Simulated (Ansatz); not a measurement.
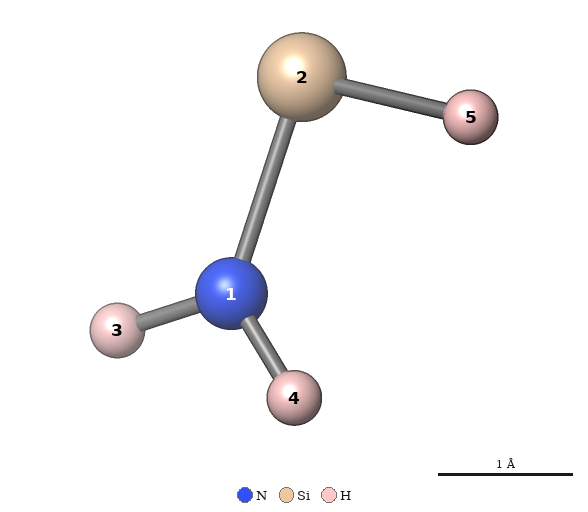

Orthographic view. Distant atoms are faded towards the background colour. The computed structure is the end point of a PBE0-D4/def2-TZVP optimisation. No frequency run is at hand to confirm it as a minimum.

Write a Z-matrix (Å, degrees) in the order of the atom numbers, with these reference atoms: 2 to 1; 3 to 1, 2; 4 to 1, 3, 2; 5 to 2, 1, 4.

```
N  
Si   1   1.707
H    1   1.008   2   121.7
H    1   1.008   3   112.1   2   180.0
H    2   1.532   1    94.1   4     0.0
```
